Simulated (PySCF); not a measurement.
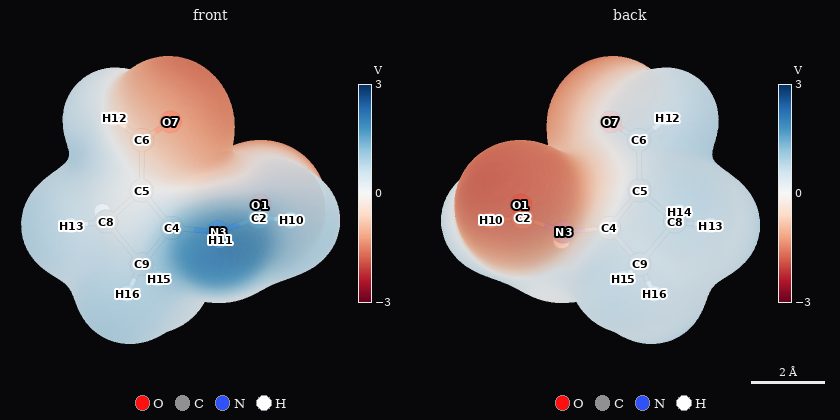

Figure. C₆H₇NO₂. The molecular electrostatic potential painted on the density surface at 0.001 e/bohr³, seen from the front and from behind; the colour scale runs from red (negative) to blue (positive).

Geometry: GFN2-xTB.

Level of theory: PBE0/pcSseg-1, SCF density, gas phase, non-relativistic in PySCF.

```xyz
16

O     1.9666    0.4988   -1.8190
C     2.2701    0.7904   -0.6952
N     1.5723    0.4496    0.4198
C     0.3174   -0.1631    0.3423
C    -0.9251    0.2793    0.0566
C    -1.4834    1.5924   -0.1957
O    -0.8976    2.6338   -0.0222
C    -1.5173   -1.1111    0.0948
C    -0.0860   -1.6098    0.4212
H     3.1892    1.3481   -0.4389
H     1.8848    0.7755    1.3226
H    -2.5295    1.5734   -0.5608
H    -2.2541   -1.2784    0.8774
H    -1.9080   -1.4601   -0.8577
H     0.3652   -2.2411   -0.3414
H     0.0353   -2.0777    1.3964
```

Q: Where is the surface potential most negative and most positive?

A: The most negative region (about −1.8 V, or −42 kcal/mol for a unit charge) lies over O1, the most positive (about +2.0 V, or +46 kcal/mol for a unit charge) over H11. O1 is the likeliest acceptor of a hydrogen bond.
